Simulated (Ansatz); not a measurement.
# Band gap of GaSi2P (zincblende [110] superlattice) (Pmn2_1) from density functionals to GW

Wanted: a ladder of band gaps for GaSi2P (zincblende [110] superlattice) (Pmn2_1), from density functionals to G0W0.

Method: density functionals, hybrids and G0W0, plane waves, PAW, in Ansatz 0.2.0.

The structure was built from a prototype and need not be the compound's stable phase.

## Step 1: The structure

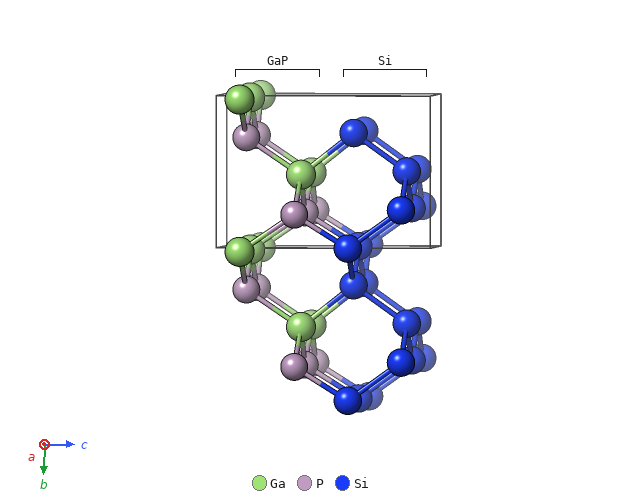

The cell as given, from the side, with the c axis across the page (gallium green, phosphorus pink, silicon blue). 2×2×1 cells are drawn. Some periodic images of atoms are drawn too.

Structure file:

```cif
data_structure
_symmetry_space_group_name_H-M 'P 1'
_symmetry_Int_Tables_number 1
_cell_length_a 3.8422
_cell_length_b 5.4375
_cell_length_c 7.6838
_cell_angle_alpha 90.000
_cell_angle_beta 90.000
_cell_angle_gamma 90.000
_cell_volume 160.53
loop_
_atom_site_label
_atom_site_type_symbol
_atom_site_fract_x
_atom_site_fract_y
_atom_site_fract_z
_atom_site_occupancy
Ga1 Ga 0.00000 0.01055 0.11957 1
P2 P 0.50000 0.26586 0.12631 1
Ga3 Ga 0.50000 0.51055 0.38151 1
P4 P 0.00000 0.76586 0.37477 1
Si5 Si 0.00000 0.98756 0.62519 1
Si6 Si 0.50000 0.23603 0.62752 1
Si7 Si 0.50000 0.48756 0.87589 1
Si8 Si 0.00000 0.73603 0.87356 1
```

The structure was relaxed with PBEsol. The runs that relaxed it are not among those shown.

The logs state that the PAW files were generated under PBE.

## Step 2: PBEsol on the 6×4×4 mesh

Levels along a band path and on the mesh show where this functional puts the band edges.

This step: DFT, PBEsol, plane waves, PAW; PAW set soft_1.

input.yaml

```yaml
crystal:
  lattice:
    - [3.8421553024, 0.0, 0.0]
    - [0.0, 5.4375168448, -2.7834e-06]
    - [0.0, -3.9364e-06, 7.6837588716]
  atoms:
    - { symbol: Ga, position: [0.0, 0.0105503467, 0.1195680423] }
    - { symbol: P, position: [0.5, 0.265858019, 0.1263065394] }
    - { symbol: Ga, position: [0.5, 0.5105504621, 0.3815065334] }
    - { symbol: P, position: [0.0, 0.7658579839, 0.3747682615] }
    - { symbol: Si, position: [0.0, -0.0124352107, 0.625188481] }
    - { symbol: Si, position: [0.5, 0.2360271271, 0.6275191079] }
    - { symbol: Si, position: [0.5, 0.4875643784, 0.8758866051] }
    - { symbol: Si, position: [0.0, 0.7360268935, 0.873555144] }
kpoints:
  mp_grid: { grid: [6, 4, 4] }
  band_path:
    path:
      - [0.0, 0.0, 0.0]
      - [-0.5, 0.0, 0.0]
      - [-0.5, 0.0, 0.5]
      - [0.0, 0.0, 0.5]
      - [0.0, 0.0, 0.0]
      - [0.0, -0.5, 0.5]
      - [-0.5, -0.5, 0.5]
      - [-0.5, 0.0, 0.0]
      - [-0.5, -0.5, 0.0]
      - [0.0, -0.5, 0.0]
      - [0.0, 0.0, 0.0]
    npoints: 10
hamiltonian:
  xc: pbesol
  pseudopotentials: { kind: paw, azcp: { folder: soft_1 }, xc_functional: pbe }
scf:
  occupations: { method: fermi_dirac, width: 0.02 }
  n_extra_bands: 6
output:
  eigenvalues: true
  forces: true
  stress: true
```

Command:

```console
$ ansatz run input.yaml --threads 32 --pin off --max-ram 82944MiB --backend cuda --events-out ev --progress --plain --runs-dir out --devices 1 --max-vram 78GiB
```

Numbers of over 12 decimals in the logs are rounded to 6 here.

Output:

```text
Warning: the atoms were moved onto the symmetric positions of the space group found under crystal.symmetry.tolerance 1.0e-5 (fractional; no operation is sought that the atoms, as they stand in a round, miss by more than twice it, and no atom is moved by as much as it), and the run uses the moved positions. Before a round's move an operation carried an atom to 3.85e-6 Å from where it should land, the largest such dist [...]
scf.n_extra_bands = 6 over 26 filled bands (N_el = 52.0): the run solves 32 bands
GPUs: using 1 of 1 available (devices: 1).
Engine: ansatz 0.2.0, aarch64-unknown-linux-gnu
Pseudopotentials: kind: paw
Pseudopotential: Ga, paw, valence charge 13, recommended cutoff 420 eV (normal), soft_1/Ga.paw.azcp
Pseudopotential: P, paw, valence charge 5, recommended cutoff 420 eV (normal), soft_1/P.paw.azcp
Pseudopotential: Si, paw, valence charge 4, recommended cutoff 420 eV (normal), soft_1/Si.paw.azcp
Functional definition: PBEsol
  exchange = pbesol_x
  correlation = pbesol_c
device memory: the entry about to start is reckoned to put 3.2 GiB on a device that reports 113.6 GiB free (of which the cap on the GPU budget leaves the run 78.0 GiB)
GPU FFT provider: cuFFT
GPU libraries: cuBLAS 13.8.1, cuFFT 12.4.0, cuSOLVER 12.3.2
GPU matrix products: emulated (plane waves: as basis.precision tells), large ones in fixed point in workspaces of 1.00 GiB
Crystal: 8 atoms, lattice volume = 160.527 Å³
Basis set: ecut = 420 eV, 3115 PW (Γ), exchange–correlation on 54×80×108 points (8 copies of the dense FFT grid, shifted against one another)
Bands: 32, of which v1, the nominal top of the filled ones, is band 26 counted from 1 (25 counted from 0)
Symmetry: 4 space group operations
Space group: Pmn21 (ITA 31), of the structure as read, at distance tolerance 5.4e-5 Å
k-points: 36 of 96 (time reversal used)
Non-local potential: Ga, projectors of the file, l = 0: 2, l = 1: 2, l = 2: 3, l = 3: 1
Non-local potential: P, projectors of the file, l = 0: 2, l = 1: 2, l = 2: 1
Non-local potential: Si, projectors of the file, l = 0: 2, l = 1: 2, l = 2: 1
PAW form: soft (Blöchl's): semilocal exchange-correlation on the pseudo side does not see the compensation charge
PAW frozen core: Ga, regenerated for the run's functional, and the local potential with it (the file was generated under x = pbe(κ = 0.804, μ = 0.219515), c = pbe(β = 0.066725))
PAW frozen core: P, regenerated for the run's functional, and the local potential with it (the file was generated under x = pbe(κ = 0.804, μ = 0.219515), c = pbe(β = 0.066725))
PAW frozen core: Si, regenerated for the run's functional, and the local potential with it (the file was generated under x = pbe(κ = 0.804, μ = 0.219515), c = pbe(β = 0.066725))
PAW one-centre angular grid: Ga, 590 points (default); XC on 64 Gauss nodes
PAW one-centre angular grid: P, 110 points (default); XC on 64 Gauss nodes
PAW one-centre angular grid: Si, 110 points (default); XC on 64 Gauss nodes
Initial density: superposition of atomic densities (chi_scale 0.1, normalization cell, long waves kept (reshape's long-wave potential 0.06 eV rms))
Initial wavefunctions: pseudopotential atomic-orbital guess
GPU buffer pool allocated for 58320 grid points (all kernels)
GPU transforms: local potential and band sums: pruned to the plane-wave sphere, on 25×40×54
Functional: x = pbesol(κ = 0.804, μ = 0.123457), c = pbesol(β = 0.046)
SCF iter   1: F=—  HF=-11454.711657 eV  |F-HF|=—  |Δ(HF+E_count)|=         —  Δρ=4.52e-2  dr2=3.08e0  ethr=3.10e-3  ⟨swp⟩=8.9  Hψ=6550  notcnv=0
preconditioner: auto → Resta (q_TF=auto, 2.261 Å⁻¹)  ε∞=4.5  [insulator: Δε(μ)=1.079 eV  Ē_g=11.344 eV  σ=0.020 eV  W_gap=1.00  n_scr=32 (ndim 8)  ℏωp=21.1 eV  f_vac=0.000  D(μ)=0.00/eV (n_scr^D=0)  ε∞_Penn≈4.5]
SCF iter   2: F=—  HF=-11454.115197 eV  |F-HF|=—  |Δ(HF+E_count)|=   5.96e-1  Δρ=2.60e-2  dr2=9.31e-1  ethr=3.10e-3  ⟨swp⟩=3.4  Hψ=1952  notcnv=0  defer=54
SCF iter   3: F=—  HF=-11453.916463 eV  |F-HF|=—  |Δ(HF+E_count)|=   1.99e-1  Δρ=5.60e-3  dr2=3.90e-2  ethr=1.79e-3  ⟨swp⟩=2.8  Hψ=2238  notcnv=0  defer=54
SCF iter   4: F=—  HF=-11453.882497 eV  |F-HF|=—  |Δ(HF+E_count)|=   3.40e-2  Δρ=1.83e-3  dr2=7.79e-3  ethr=7.50e-5  ⟨swp⟩=3.6  Hψ=2427  notcnv=0  defer=54
SCF iter   5: F=—  HF=-11453.882990 eV  |F-HF|=—  |Δ(HF+E_count)|=   4.93e-4  Δρ=6.95e-4  dr2=9.13e-4  ethr=1.50e-5  ⟨swp⟩=2.3  Hψ=2369  notcnv=0  defer=54
SCF iter   6: F=—  HF=-11453.883797 eV  |F-HF|=—  |Δ(HF+E_count)|=   8.08e-4  Δρ=1.19e-4  dr2=2.65e-5  ethr=1.76e-6  ⟨swp⟩=2.4  Hψ=1818  notcnv=0  defer=54
SCF iter   7: F=—  HF=-11453.883878 eV  |F-HF|=—  |Δ(HF+E_count)|=   8.08e-5  Δρ=1.91e-5  dr2=5.21e-7  ethr=5.09e-8  ⟨swp⟩=2.0  Hψ=1723  notcnv=0  defer=54
SCF iter   8: F=-11453.883879 eV  HF=-11453.883879 eV  |F-HF|=3.59e-8  |Δ(HF+E_count)|=   1.11e-6  Δρ=5.38e-6  dr2=3.74e-8  ethr=1.92e-10  ⟨swp⟩=15.0  Hψ=6346  notcnv=0
SCF 1 converged in 8 iterations: F = -11453.883879 eV  dr2 = 3.74e-8
[...]
device memory: the entry about to start is reckoned to put 6.1 GiB on a device that reports 113.6 GiB free (of which the cap on the GPU budget leaves the run 78.0 GiB)
NSCF: frozen V_eff on 101 k-points, pencils in batches of 32, up to order 144
SCF converged after 8 iterations
Free energy (F): -11453.883879 eV
Harris-Foulkes:  -11453.883879 eV  (|F-HF|=3.59e-8)
Internal energy: -11453.883879 eV  (E = F + TS)
E sigma→0 (E₀):  -11453.883879 eV
Fermi energy:    7.138370 eV
--- Per-component energies (eV) ---
  E_band       = -111.462378
  E_kinetic    = 524.222594
  E_local      = -4167.415286  (includes V_loc(G=0)·N_el)
  E_nonlocal   = -27.965393
  E_hartree    = 2410.216566
  E_xc         = -494.193566
  E_vxc        = -426.148250  (∫ρ·V_xc dr)
  E_paw        = -6980.714146  (= ΣΔE_a)
  E_vpaw       = -834.584957  (= ΣTr[D̂ρ^β])
  E_aug_tail   = -0.000261  (compensation charges beyond the density's cutoff)
  E_ewald      = -2719.978781
  E_core_change = 1.944393  (= ΣΔE_core)
  E_smearing   = -0.000000  (= −TS)
  E_closure    = -0.000000  (closes the sum)
  Σ components = -11453.883879   (vs F -11453.883879, Δ=0.00e0)
--- Forces (eV/Å), atoms counted from 1 ---
  atom   1  Ga    -0.00000000    -0.00054783    -0.00261128
  atom   2  P      0.00000000    -0.00010677     0.00186355
  atom   3  Ga    -0.00000000    -0.00054783     0.00261128
  atom   4  P      0.00000000    -0.00010677    -0.00186355
  atom   5  Si    -0.00000000    -0.00030775    -0.00002986
  atom   6  Si     0.00000000     0.00098361    -0.00013235
  atom   7  Si    -0.00000000    -0.00030775     0.00002986
  atom   8  Si    -0.00000000     0.00098361     0.00013235
  max |Σ_I F_I| component: 4.25e-5 eV/Å
--- Stress (GPa, compression-positive) ---
        0.023261      -0.000000      -0.000000
       -0.000000       0.009589       0.000000
       -0.000000       0.000000      -0.014428
  P = ⅓ Tr σ = 0.0061 GPa (0.061 kbar)
--- Band table (eV; the first three rows and the last of 36) ---
  k-point 0: bands = [... 22 lower, 5.3998, 6.6078, 6.7042, 6.7380, 7.5829, 7.7250, 8.8208, 9.4865, ... 2 higher]
  k-point 1: bands = [... 22 lower, 5.5512, 5.8863, 6.2223, 6.6647, 7.7428, 8.7400, 8.7712, 9.5309, ... 2 higher]
  k-point 2: bands = [... 22 lower, 5.0133, 5.3671, 6.2442, 6.5046, 7.9197, 8.4114, 9.6423, 9.7575, ... 2 higher]
  k-point 35: bands = [... 22 lower, 4.4324, 4.4324, 4.7441, 4.7441, 9.6459, 9.6459, 9.9373, 9.9373, ... 2 higher]
```

Elapsed: 1.7 s, on 1 × NVIDIA GB200 (shared by 2 runs) with 32 threads of Arm Neoverse V2, shared host; peak memory 1 GiB.

Numbers from this step:

```
pressure             : 0.006141 GPa
filled bands         : 26
gap                  : 0.7755 eV
valence top at       : Γ
conduction bottom at : k = (0.000, -0.150, 0.000)
least direct gap     : 0.8450 eV
```

Over mesh and path the gap is 0.775 eV, from k = Γ to k = (0.000, -0.150, 0.000). The least direct gap found is 0.845 eV, at k = Γ. On the 6×4×4 mesh alone the same run gives 0.822 eV, so that mesh misses an edge of PBEsol: 0.822 − 0.775 = +0.047 eV. The program's warnings for this run: structure snapped to symmetry.

## Step 3: PBEsol+SOC on the 6×4×4 mesh

This run has two-component orbitals with spin-orbit coupling.

This step: DFT, PBEsol with spin-orbit coupling, plane waves, PAW; PAW set soft_1.

input.yaml, the sections that differ from step 2:

```yaml
kpoints:
  mp_grid: { grid: [6, 4, 4] }
  band_path:
    path:
      - [0.0, 0.0, 0.0]
      - [-0.5, 0.0, 0.0]
      - [-0.5, 0.0, 0.5]
      - [0.0, 0.0, 0.5]
      - [0.0, -0.5, 0.5]
      - [-0.5, -0.5, 0.5]
      - [-0.5, -0.5, 0.0]
      - [0.0, -0.5, 0.0]
      - [0.0, -0.15, 0.0]
    npoints: 1
hamiltonian:
  xc: pbesol
  pseudopotentials: { kind: paw_fr, azcp: { folder: soft_1 }, xc_functional: pbe }
scf:
  occupations: { method: fermi_dirac, width: 0.02 }
  n_extra_bands: 12
magnetization:
  noncollinear: true
  spin_orbit: true
# crystal, output: as in step 2
```

Output:

```text
[...]
GPUs: using 1 of 1 available (devices: 1).
[...]
SCF 1 converged in 9 iterations: F = -11454.050757 eV  dr2 = 1.33e-8
[...]
NSCF: frozen V_eff on 9 k-points
SCF converged after 9 iterations
Magnetization: |M| = 0.0000 μB,  M = (+0.0000, +0.0000, +0.0000) μB
Absolute magnetization: 0.0000 μB (∫|m|)
  site 0: m = (+0.0000, +0.0000, +0.0000) μB, |m| = 0.0000 μB  (R = 0.98 Å)
  site 1: m = (+0.0000, +0.0000, +0.0000) μB, |m| = 0.0000 μB  (R = 0.94 Å)
  site 2: m = (+0.0000, +0.0000, +0.0000) μB, |m| = 0.0000 μB  (R = 0.98 Å)
  site 3: m = (+0.0000, +0.0000, +0.0000) μB, |m| = 0.0000 μB  (R = 0.94 Å)
  site 4: m = (+0.0000, +0.0000, +0.0000) μB, |m| = 0.0000 μB  (R = 0.94 Å)
  site 5: m = (+0.0000, +0.0000, +0.0000) μB, |m| = 0.0000 μB  (R = 0.97 Å)
  site 6: m = (+0.0000, +0.0000, +0.0000) μB, |m| = 0.0000 μB  (R = 0.94 Å)
  site 7: m = (+0.0000, +0.0000, +0.0000) μB, |m| = 0.0000 μB  (R = 0.97 Å)
Free energy (F): -11454.050757 eV
[...]
Internal energy: -11454.050757 eV  (E = F + TS)
E sigma→0 (E₀):  -11454.050757 eV
Fermi energy:    7.143231 eV
[...]
--- Forces (eV/Å), atoms counted from 1 ---
  atom   1  Ga    -0.00000000    -0.00053445    -0.00243512
  atom   2  P      0.00000000    -0.00089965     0.00267738
  atom   3  Ga    -0.00000000    -0.00053445     0.00243512
  atom   4  P      0.00000000    -0.00089965    -0.00267738
  atom   5  Si    -0.00000000    -0.00023475    -0.00004558
  atom   6  Si     0.00000000     0.00167617    -0.00102480
  atom   7  Si    -0.00000000    -0.00023475     0.00004558
  atom   8  Si    -0.00000000     0.00167617     0.00102480
  max |Σ_I F_I| component: 1.46e-5 eV/Å
--- Stress (GPa, compression-positive) ---
        0.014745      -0.000000      -0.000000
       -0.000000       0.000822       0.000000
       -0.000000       0.000000      -0.023077
  P = ⅓ Tr σ = -0.0025 GPa (-0.025 kbar)
--- Band table (eV; the first three rows and the last of 36) ---
[...]
```

Wall time 2.1 s (1 × NVIDIA GB200 (shared by 2 runs) with 32 threads); peak memory 1.1 GiB; 15 s of CPU time.

This step gave:

- pressure: -0.002503 GPa
- gap: 0.7635 eV
- valence top at: Γ
- conduction bottom at: k = (0.000, -0.150, 0.000)
- least direct gap: 0.8330 eV

Over mesh and listed points the gap is 0.764 eV, from k = Γ to k = (0.000, -0.150, 0.000). The least direct gap found is 0.833 eV, at k = Γ. On the 6×4×4 mesh alone the same run gives 0.810 eV, so that mesh misses an edge of PBEsol+SOC: 0.810 − 0.764 = +0.046 eV. PBEsol+SOC against PBEsol: 0.764 − 0.775 = −0.011 eV, with the same mesh, set of files (read in its fully relativistic form for the spin-orbit run) and cutoff, and both edges at the same k points. The spin-orbit run sees mesh and listed points alone, so its gap is an upper bound: the coupling can move an edge off these points, the more so as this crystal has no centre of inversion, and the change over the zone, its sign included where it is small, is not known. The program's warnings for this run: structure snapped to symmetry.

## Step 4: HSE06 on the 4×4×2 mesh

HSE06 mixes in a quarter of exact exchange at short range.

This step: DFT, HSE06, plane waves, PAW; PAW set soft_1.

input.yaml: that of step 3 with these lines changed.

```diff
@@ -15,3 +15,3 @@
 kpoints:
-  mp_grid: { grid: [6, 4, 4] }
+  mp_grid: { grid: [4, 4, 2] }
   band_path:
@@ -29,13 +29,8 @@
 hamiltonian:
-  xc: pbesol
-  pseudopotentials: { kind: paw_fr, azcp: { folder: soft_1 }, xc_functional: pbe }
+  xc: hse06
+  pseudopotentials: { kind: paw, azcp: { folder: soft_1 } }
 scf:
-  occupations: { method: fermi_dirac, width: 0.02 }
-  n_extra_bands: 12
-magnetization:
-  noncollinear: true
-  spin_orbit: true
+  occupations: { method: fixed }
+  n_extra_bands: 6
 output:
   eigenvalues: true
-  forces: true
-  stress: true
```

Output:

```text
[...]
GPUs: using 1 of 1 available (devices: 1).
[...]
Frozen-core exchange: fock
SCF iter   1: F=—  HF=-11625.955537 eV  |F-HF|=—  |Δ(HF+E_count)|=         —  Δρ=1.04e-2  dr2=7.67e-2  ethr=1.26e-7  ⟨swp⟩=9.9  Hψ=4638  notcnv=0
[...]
SCF iter   2: F=—  HF=-11625.921977 eV  |F-HF|=—  |Δ(HF+E_count)|=   3.36e-2  Δρ=1.68e-3  dr2=6.56e-3  ethr=1.26e-7  ⟨swp⟩=7.1  Hψ=3187  notcnv=0  defer=5
[...]
Stability not checked: this state was not tested for a lower state beside it, because the functional holds exact exchange (a hybrid, or Hartree-Fock), whose exchange loop this test does not read (fock_operator; see scf.lower_state_search)
Free energy (F): -11625.943594 eV
Frozen-core exchange: fock
[...]
Internal energy: -11625.943594 eV  (E = F + TS)
E sigma→0 (E₀):  -11625.943594 eV
Fermi energy:    6.427950 eV
[...]
--- Band table (eV; the first three rows and the last of 18) ---
[...]
```

Run time: 6.5 s. Hardware: 1 × NVIDIA GB200 (shared by 2 runs) with 32 threads; peak memory 1.7 GiB; 37 s of CPU time.

Numbers from this step:

- gap: 1.515 eV
- valence top at: Γ
- conduction bottom at: k = (0.000, -0.150, 0.000)
- least direct gap: 1.581 eV
- exact-exchange fraction: 0.25

Over mesh and listed points the gap is 1.515 eV, from k = Γ to k = (0.000, -0.150, 0.000). The least direct gap found is 1.581 eV, at k = Γ. On the 4×4×2 mesh alone the same run gives 1.553 eV, so that mesh misses an edge of HSE06: 1.553 − 1.515 = +0.038 eV. HSE06 against PBEsol: 1.515 − 0.775 = +0.740 eV. The runs also differ in mesh (6×4×4 and 4×4×2), so how much of this comes from the functional alone is not known. The program's warnings for this run: structure snapped to symmetry.

(Part 1 of 2 ends here.)

[Paths, hosts, dates, memory and timing lines, banners, echoed tables and standing remarks are left out of the program output.]

[Logs are printed without paths, hosts, clocks, repeated set-up lines and the standing remarks that a program may print on its own settings, such as how far it seeks lower states.]

[Runs of the session that timed out or met a known fault of the program may be left out.]

[Cells called generated may have been cut or substituted from an entry of the Crystallography Open Database or the Materials Project.]

[Hosts, paths, dates, database ids (printed as entryN), source tags and the programs' standing remarks are cut or masked in the printed files.]

[Where an RPA ε∞ is given, it is that of the G0W0 mesh and is not shown converged in it. Names of k-points follow the symmetry that the program found, which can be lower than the space group named. Band edges on a path are those of the sampled points; other points can move an edge, and change direct to indirect where valleys lie close.]

[Hybrid gaps are those of their k-mesh and are not shown converged in it.]
